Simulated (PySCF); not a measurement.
Al(H)2(Me)(OH2), CH₇AlO, singlet, B3LYP/def2-SVP optimised geometry. Atoms within 1.6 Å of the plane z = 1.0 Å (x, y, z in Å): Al1 (-1.15, -0.58, 0.00), H2 (-1.28, 1.02, 0.00), H3 (-1.28, -1.32, 1.42), O8 (0.91, -0.58, 0.00), H9 (1.28, 0.31, -0.03), H10 (1.28, -1.02, 0.78).

Calculation: B3LYP/def2-TZVP in PySCF.

Map of the electrostatic potential (hartree/e), clipped to [-0.08, 0.12] on the plane z = 1.0 Å:

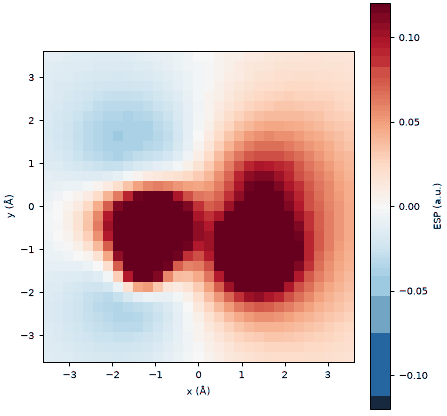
Electrostatic potential (hartree/e), clipped to [-0.08, 0.12] on the plane z = 1.0 Å.
